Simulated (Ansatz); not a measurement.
# HN2Si (SMILES N1=[Si]=[NH+]1) (charge +1): what the fields show

Input file:

```
crystal:
  periodic: [false, false, false]
  atoms:
    - {symbol: N, position_ang: [-1.312585, -0.093551, 0.833466]}
    - {symbol: N, position_ang: [-0.074933, -0.199693, 0.853129]}
    - {symbol: Si, position_ang: [-0.723566, -1.527918, 1.920665]}
    - {symbol: H, position_ang: [0.554565, 0.433844, 0.327743]}
basis:
  gaussian: {orbitals: def2-TZVPD}
output: {forces: true, orbitals: {seedname: orbitals}}
magnetization: {spin_polarized: false}
hamiltonian: {xc: pbe0}
total_charge: 1
```

Launched as:

```sh
ansatz run input.yaml --threads 1 --pin off --max-ram 2610MiB --events-out events.jsonl --progress --plain --runs-dir runs
```

Geometry: B3LYP-D3(BJ)/6-311G**.

Theory: isolated molecule in a Gaussian basis; Kohn-Sham density functional theory, functional PBE0 (Ansatz).

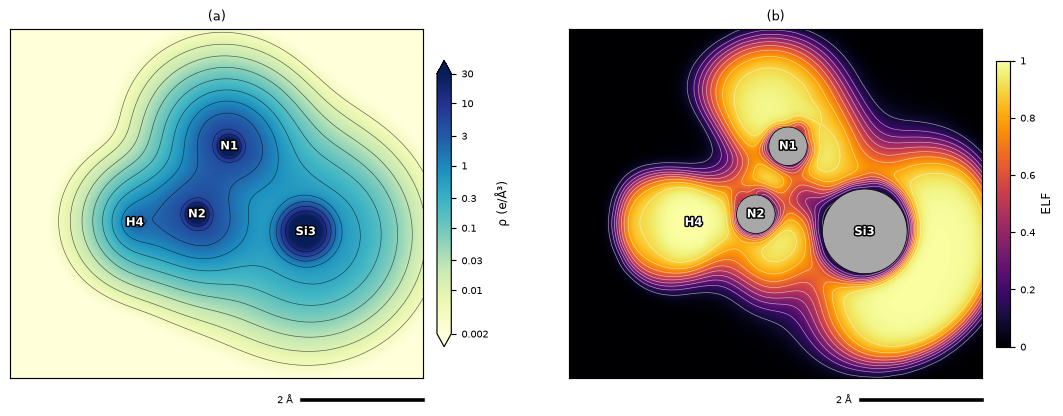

Figure 1. (a) electron density; (b) electron localisation function on the molecular plane. Grey discs cover the atomic cores in the ELF map.

What does the map show?

Atoms in the plane: N, Si and H. N–N (1.24 Å): the density is about 3.3 e/Å³ at the midpoint; the ELF peaks at about 0.90 between the atoms: a covalent bond. Si–N (1.82 Å): the density is about 0.8 e/Å³ at the midpoint; the ELF peaks at about 0.80 in the valence shell of N, 0.6 Å from its nucleus, and is about 0.50 at the midpoint. N–H (1.04 Å): ρ at the midpoint is about 2.9 e/Å³; the ELF climbs to about 1 towards the hydrogen, as it does in any bond to H; a covalent bond by its length. Si–N (1.89 Å): the density is about 0.82 e/Å³ at the midpoint; the ELF peaks at about 0.85 between the atoms (a shared but strongly polarised pair). The ELF also peaks beside Si3 and N1, away from the bonds: lone-pair regions.

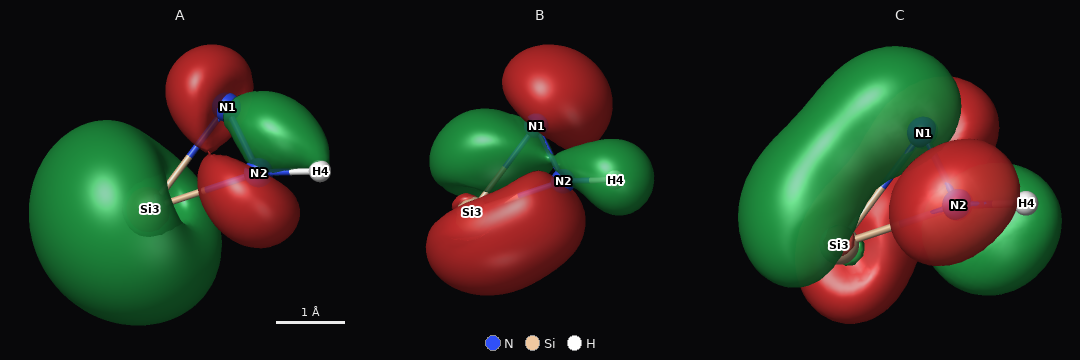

Figure 2. Three frontier orbitals at ±0.1 Å⁻³ᐟ² (green and red are the two phases), in no order.

Order the three orbitals by energy and name them.

A is the HOMO−1 (−15.86 eV). It lies mainly on Si3 (about 75 %), N2 (about 15 %) and N1 (about 10 %); it is symmetric in the molecular plane (an in-plane orbital: σ, lone-pair or in-plane π type). B is the HOMO (−14.46 eV). By Hirshfeld shares it lies mainly on N1 (about 50 %), Si3 (about 25 %) and N2 (about 15 %); it is symmetric in the molecular plane (an in-plane orbital: σ, lone-pair or in-plane π type). C is the LUMO (−9.10 eV). It lies mainly on N1 (about 35 %), N2 (about 35 %) and Si3 (about 25 %); it changes sign across the molecular plane (π type); π-bonding across N1–Si3; π-antibonding (a node) across N1–N2 and N2–Si3.

What is the HOMO–LUMO gap?

5.36 eV between the orbital energies.

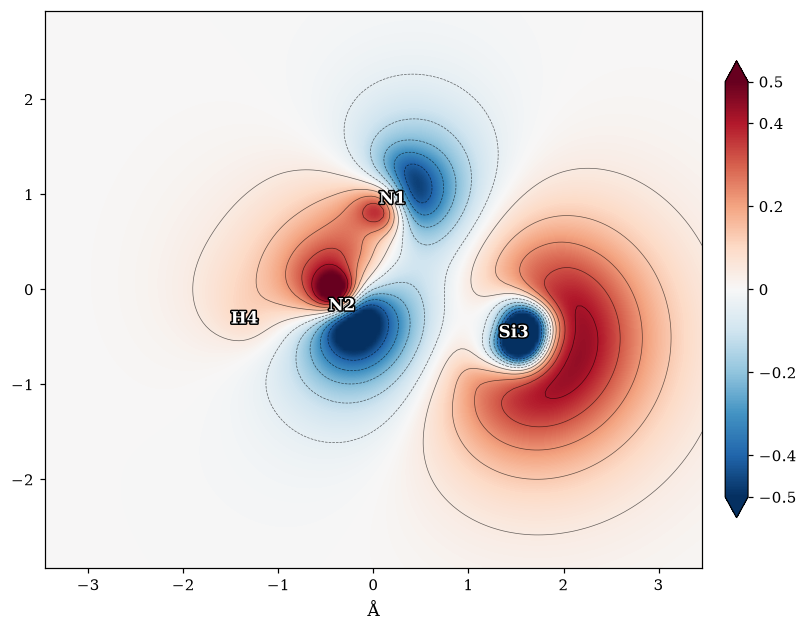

Figure 3. The HOMO−1 on the molecular plane (values in Å⁻³ᐟ²; the overall sign is arbitrary).

What is the character of this orbital?

By Hirshfeld shares it lies mainly on Si3 (about 75 %), N2 (about 15 %) and N1 (about 10 %); it is symmetric in the molecular plane (an in-plane orbital: σ, lone-pair or in-plane π type). Its energy is −15.86 eV.
